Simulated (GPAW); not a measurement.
Consider Ta2N (P-3m1).

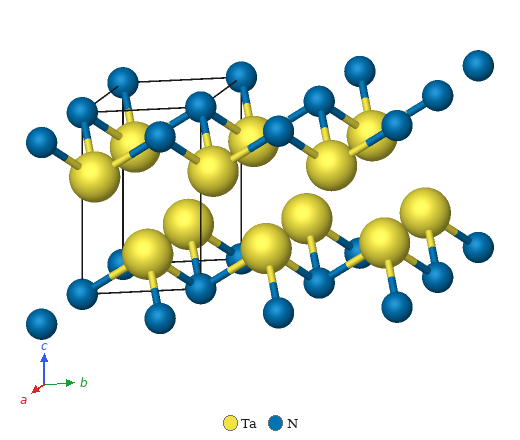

The structure (tantalum yellow, nitrogen blue). Bonds to atoms that aren't drawn are left out. 2×3×1 cells are drawn. Some periodic images of atoms are drawn too.

```xyz
3
Lattice="3.1129 0.0000 0.0000 -1.5564 2.6958 0.0000 0.0000 0.0000 4.8698" Properties=species:S:1:pos:R:3 pbc="T T T"
Ta    0.0000    1.7972    1.2404
Ta    1.5564    0.8986    3.6294
N     0.0000    0.0000    0.0000
```

Absorber: atom 3, with 6 Ta at 2.18 Å (octahedral, site symmetry -3m). Method: GPAW, LDA, excited-electron core hole (neutral cell), 12-atom cell with 5.8 Å between holes, 4×4×4 k points, dipole transitions, Gaussian full width 0.9 eV up to 4 eV, rising linearly to 3.5 eV at 25 eV, without spin-orbit coupling.

**Question.** What does the N K edge look like?

Main maxima up to 24 eV above the zero (height): 1.3 eV (2.62), 3.0 eV (1.69), 5.0 eV (1.66), 9.4 eV (1.19) and 13.1 eV (0.78). A K edge sees empty p states; the first features are N p mixed into the empty d states of the Ta neighbours, and the broad ones above probably into the cations' higher empty bands. The total-energy difference is 403.06 eV. One term is added: -7.76 eV, since the hole is spin-paired here and a spin-polarised one costs that much less in the free atom (computed apart). The photon energy is then 395.30 eV. The functional leaves an error in such absolute values: in the free atom LDA prices this hole 3.5 eV below PBE (computed apart), and PBE is itself good to a few eV.

The N K spectrum (energy from the lowest empty level; intensity scaled to a mean of 1 over the first 20 eV; polarised curves are means over the symmetry-equivalent atoms):

```
E (eV)  isotropic  ε ⊥ c  ε ∥ c
  -2.0       0.00   0.00   0.00
  -0.5       0.17   0.14   0.23
   1.0       2.37   2.59   1.93
   2.5       1.57   1.37   1.96
   4.0       1.28   1.23   1.39
   5.5       1.47   1.80   0.81
   7.0       0.88   0.83   0.98
   8.5       0.96   0.78   1.32
  10.0       1.07   1.10   1.00
  11.5       0.60   0.66   0.48
  13.0       0.77   0.92   0.48
  14.5       0.60   0.57   0.65
  16.0       0.54   0.48   0.67
  17.5       0.47   0.43   0.55
  19.0       0.40   0.37   0.47
  20.5       0.49   0.42   0.64
  22.0       0.58   0.49   0.76
  23.5       0.63   0.58   0.73
  25.0       0.65   0.67   0.62
  26.5       0.70   0.80   0.49
  28.0       0.75   0.92   0.42
  29.5       0.76   0.89   0.49
  31.0       0.68   0.69   0.64
```

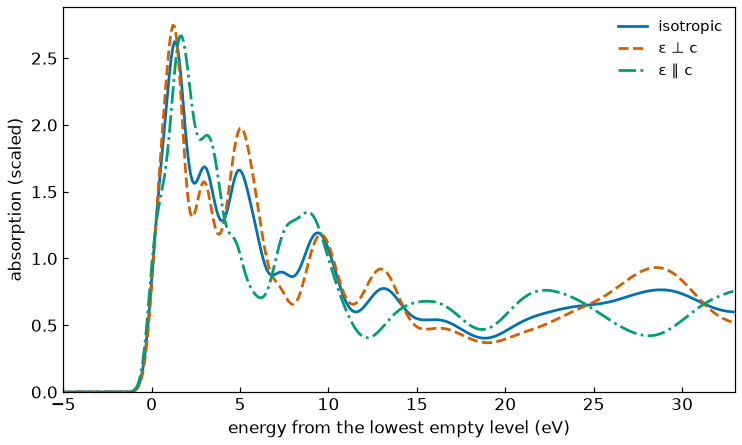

The N K edge.

The holes are only 5.8 Å apart, so the shape is probably not converged with cell size; no larger cell was run here. The mesh is coarse (0.33 Å⁻¹ between points), so small maxima may be mesh ripples. Lifetime broadening is put in by hand, and intensities beyond about 20 eV depend on it and on the partial waves; weight that the partial waves miss at high energy is lost. The structure is a computed Materials Project entry and may be a hypothetical form.

[Banner, clock and machine lines of the logs are left out without a mark of their own.]

[Logs are printed without paths, hosts, clocks, repeated set-up lines and the standing remarks that a program may print on its own settings, such as how far it seeks lower states.]

[Hosts, paths, dates, database ids (printed as entryN), source tags and the programs' standing remarks are cut or masked in the printed files.]

[Lists of maxima count a maximum above −3 eV only where it reaches 4 % of the highest in the window and stands out from its surroundings by 2 % of it (1.5 % where it reaches 55 %); shoulders and weaker maxima are passed over, and of the rest the first, up to two pre-edge ones and the few strongest are named.]
